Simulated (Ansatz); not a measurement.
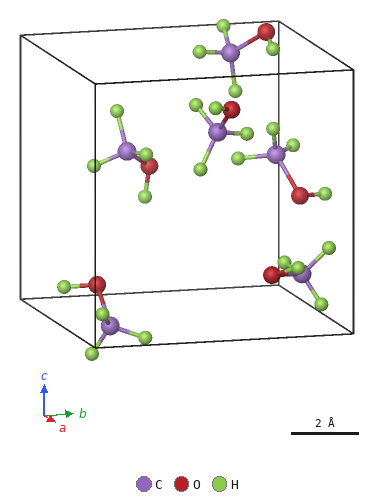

Starting frame of a dynamics run of a periodic cell with 6 CH3OH at 0.611 g/cm³. It starts from the last geometry of an earlier run, with fresh velocities. Style: ball-and-stick. Shown: the simulation cell, slightly off an axis.

These are results of DFT PBE-D3(BJ), scalar-relativistic, plane waves, PAW in Ansatz, not measurements.

Input file:
```yaml
accuracy: low
crystal:
  lattice:
    - [8.054832, 0.0, 0.0]
    - [0.0, 8.054832, 0.0]
    - [0.0, 0.0, 8.054832]
  atoms:
    - { symbol: C, position: [0.18573697, 0.35358388, 0.57221922] }
    - { symbol: O, position: [0.09169615, 0.46774888, 0.49306523] }
    - { symbol: H, position: [0.31420336, 0.39071425, 0.58170372] }
    - { symbol: H, position: [0.07610133, 0.45510968, 0.37463308] }
    - { symbol: H, position: [0.13833962, 0.32890772, 0.71714785] }
    - { symbol: H, position: [0.17215602, 0.22942397, 0.52114366] }
    - { symbol: C, position: [0.29195266, 0.72394068, 0.94471149] }
    - { symbol: O, position: [0.40553879, 0.82904037, 1.03943567] }
    - { symbol: H, position: [0.18451308, 0.72755492, 1.02729473] }
    - { symbol: H, position: [0.52817638, 0.82016198, 0.99770171] }
    - { symbol: H, position: [0.27783444, 0.74648262, 0.79645846] }
    - { symbol: H, position: [0.320035, 0.59600149, 0.96108869] }
    - { symbol: C, position: [0.89939636, 0.82450819, 0.21461479] }
    - { symbol: O, position: [1.00896773, 0.67631042, 0.23827143] }
    - { symbol: H, position: [0.76784593, 0.79436244, 0.23524529] }
    - { symbol: H, position: [1.10180256, 0.7512804, 0.27824885] }
    - { symbol: H, position: [0.93136778, 0.91941601, 0.31363717] }
    - { symbol: H, position: [0.93922521, 0.88772343, 0.10310456] }
    - { symbol: C, position: [0.63823633, 0.57326407, 0.71612594] }
    - { symbol: O, position: [0.76912332, 0.58911961, 0.82497583] }
    - { symbol: H, position: [0.60231345, 0.69754617, 0.69713984] }
    - { symbol: H, position: [0.85698553, 0.50235623, 0.85167216] }
    - { symbol: H, position: [0.65755543, 0.50139318, 0.58294714] }
    - { symbol: H, position: [0.54370946, 0.51703761, 0.80550307] }
    - { symbol: C, position: [0.58247427, 0.17358128, -0.00641563] }
    - { symbol: O, position: [0.43685421, 0.16533473, 0.12284191] }
    - { symbol: H, position: [0.61205746, 0.30073734, -0.05257567] }
    - { symbol: H, position: [0.39966683, 0.04824321, 0.11435251] }
    - { symbol: H, position: [0.68189863, 0.11476066, 0.05940046] }
    - { symbol: H, position: [0.53821361, 0.11533007, -0.11723551] }
    - { symbol: C, position: [0.39930207, 0.86913184, 0.57143879] }
    - { symbol: O, position: [0.50875809, 0.93008988, 0.43241443] }
    - { symbol: H, position: [0.30754875, 0.96194723, 0.58512365] }
    - { symbol: H, position: [0.46029357, 1.04104807, 0.42540583] }
    - { symbol: H, position: [0.34661266, 0.7370781, 0.55442886] }
    - { symbol: H, position: [0.4647691, 0.83883406, 0.68327433] }
basis:
  ecutwfc: 420.0
kpoints:
  mp_grid: { grid: [1, 1, 1] }
hamiltonian:
  xc: pbe
  dispersion: d3bj
scf:
  occupations: { method: fermi_dirac, width: 0.05 }
  lower_state_search: "off"
md:
  timestep: 0.5
  n_steps: 400
  ensemble: npt_langevin
  temperature: 1500.0
  initial_velocities: maxwell_boltzmann
  seed: 708300
  friction: 0.01
  pressure: 0.0
  fix_cell: [angles]
```

Command:
```bash
ansatz run input.yaml --threads 1 --pin off --max-ram 3072MiB --backend cpu --events-out ev --progress --plain --runs-dir out
```

Predict how the run goes.

The mean temperature in the second half is 1190 K (standard deviation 118 K). The potential energy in the second half lies on average 22.2 meV per atom above the first frame. The mean pressure there is 0.4 GPa. The volume ends +25.5 % from the start. Root-mean-square distances from the starting positions over the second half, with the common drift of all atoms taken out: H 2.27 Å, O 1.55 Å, C 1.45 Å. The molecules turn and drift from their places.

Along the run (each row but the first and the last is the mean over the interval that it begins):

```csv
time (fs),potential energy (meV/atom),T (K),p (GPa)
0.0,0.0,1458,0.0
25.0,15.6,1424,0.0
50.0,14.5,1400,0.2
75.0,12.5,1291,0.3
100.0,23.2,1110,0.5
125.0,22.6,1211,0.2
150.0,23.9,1167,0.0
175.0,18.9,1270,1.0
200.0,30.8,1301,0.3
```

The paths of the atoms:

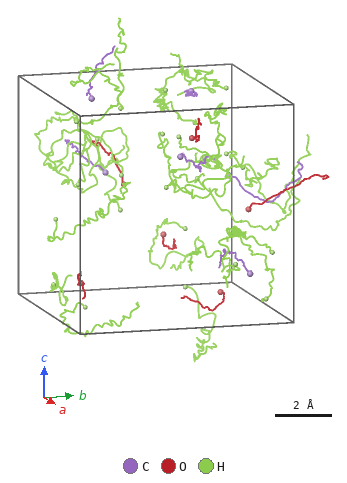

Limits of the set-up: the program's low-accuracy preset was used; the periodic images lie only 8.1 Å apart, so the values are limited by the cell's size.

The run took 24 min on 1 thread of Arm Neoverse V1 (shared host), peak memory 0.56 GiB.
